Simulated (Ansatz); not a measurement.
**CH₅FGeO₂: one species, many methods**

Aim: compute CH₅FGeO₂ with functionals from several rungs and with coupled cluster, and see how far each lands from CCSD(T) at the basis-set limit for the atomisation energy.

Program: Ansatz 0.2.0, Gaussian basis. Level of theory: functionals in def2-TZVPP, the program's frozen cores in correlated methods. These are calculated values, not measurements.

Plan: PBE-D4, r2SCAN-D4, PBE0-D4, B3LYP-D4, ωB97X-V, ωB97M-V, B2PLYP; CCSD(T)/def2-TZVPP; MP2/def2-QZVPP; extrapolation to the limit.

## (1) Structure used throughout

All runs share one geometry, relaxed beforehand with PBE0-D4 in a triple-zeta def2 set.

SMILES `[OH][GeH]([OH])[CH2]F`, 10 atoms, charge 0, spin multiplicity 1.

Atoms are counted from 1 here; the program's logs count them from 0.

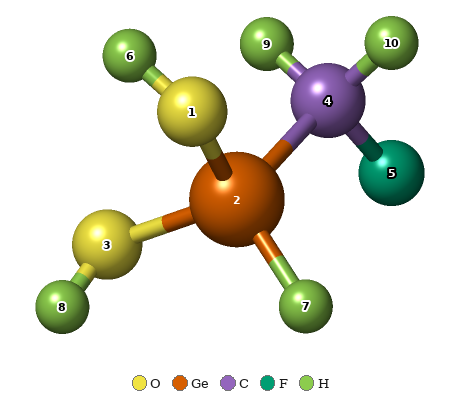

The structure; oxygen yellow, germanium orange, carbon purple, fluorine teal, hydrogen green; atoms are numbered from 1 in the order of the file.

## (2) PBE-D4 (GGA)

The input, in.yaml:

```yaml
crystal:
  periodic: [false, false, false]
  atoms:
    - {symbol: O, position_ang: [0.305907, 1.611461, 1.084914]}
    - {symbol: Ge, position_ang: [0.323443, -0.077975, 0.531563]}
    - {symbol: O, position_ang: [-1.132107, -0.900275, 1.129232]}
    - {symbol: C, position_ang: [0.162375, -0.151556, -1.424659]}
    - {symbol: F, position_ang: [0.553895, -1.395601, -1.891146]}
    - {symbol: H, position_ang: [-0.563617, 2.012362, 1.010846]}
    - {symbol: H, position_ang: [1.613595, -0.678970, 1.103309]}
    - {symbol: H, position_ang: [-1.099328, -1.103158, 2.066657]}
    - {symbol: H, position_ang: [-0.876228, 0.021252, -1.721271]}
    - {symbol: H, position_ang: [0.795166, 0.611260, -1.886443]}
basis:
  gaussian: {orbitals: def2-TZVPP}
hamiltonian: {xc: pbe, dispersion: d4}
output: {forces: true, orbitals: {seedname: orbitals}}
```

Run with:

```
ansatz run in.yaml --threads 4 --pin off --events-out ev --progress --plain --max-ram 10444MiB
```

After this run come: r2SCAN-D4 (meta-GGA); PBE0-D4 (hybrid); B3LYP-D4 (hybrid); ωB97X-V (range-separated); ωB97M-V (range-separated); B2PLYP (double hybrid); CCSD(T) in def2-TZVPP; MP2 in def2-QZVPP.

Before running them: what should the planned runs give, taken together? Wanted: atomisation energy, CCSD(T)/CBS; farthest; mean size of error, hybrid; mean size of error, range-separated; gap, smallest and largest; T1 diagnostic; triples share of the correlation energy.

**Answer**, as computed:

```
                               quantity                                 value
        atomisation energy, CCSD(T)/CBS                         3574.5 kJ/mol
 functionals within 35.7 kJ/mol (1.0 %)           r2SCAN-D4, ωB97X-V, ωB97M-V
                               farthest                 B2PLYP (-64.9 kJ/mol)
             mean size of error, hybrid                           51.5 kJ/mol
    mean size of error, range-separated                           18.3 kJ/mol
              gap, smallest and largest  6.15 eV (PBE-D4), 13.01 eV (ωB97X-V)
                          T1 diagnostic                                0.0117
triples share of the correlation energy                                 3.4 %
```

In words: PBE-D4 is off by +45.9 kJ/mol. Double hybrids carry the basis error of their MP2 part in triple zeta, and no dispersion term here, so their miss is partly the set-up's. The reference freezes the cores and leaves out relativity and excitations past (T), and its outer-core shells are covered unevenly, so misses under about 35.7 kJ/mol can't be ranked. Hartree-Fock recovers 68 % of the binding; the rest is correlation. The gap grows from 6.2 to 13.0 eV across the functionals, mostly with the share of exact exchange. Correlated methods include outer-core shells of Ge, which these sets cover unevenly.
